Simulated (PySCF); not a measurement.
```xyz
15
charge 0, multiplicity 1
C     1.5245    1.7556    0.4559
O     0.2538    1.1170    0.5200
C    -0.7399    1.2434   -0.4165
C    -2.0373    0.7494    0.3281
C    -1.9690   -0.4297    1.1997
Cl   -0.8361   -1.8356    0.8597
H     2.1611    1.0270    0.8351
H     1.5726    2.6082    1.0971
H     1.8527    2.0269   -0.6795
H    -0.7618    2.3129   -0.6819
H    -0.3268    0.6434   -1.2471
H    -2.7512    0.6341   -0.5054
H    -2.1418    1.5967    1.0502
H    -2.9592   -0.8984    1.3313
H    -1.5470   -0.1047    2.1726
```

Geometry: a frame of a GFN2-xTB molecular-dynamics simulation, not a minimum.

Work out the structure from the coordinates.

The molecule is C₄H₉ClO. As SMILES it reads `COCCCCl`. It has no ring. Among its groups: ether, C–Cl bond. Coordination: 4 C tetrahedral; 1 O bent.

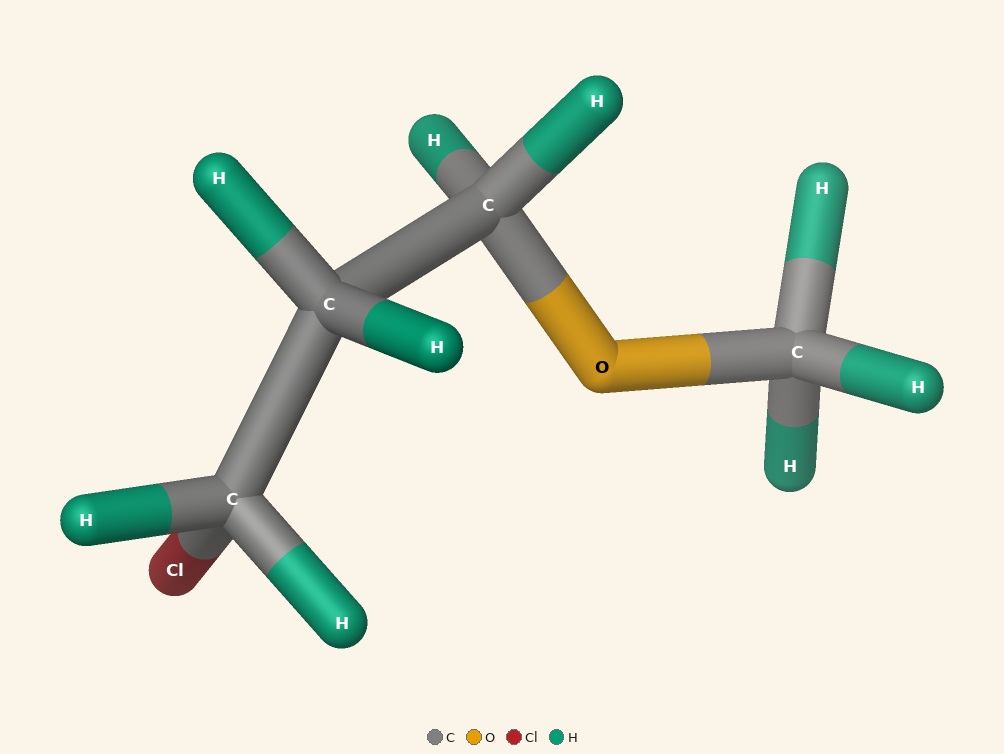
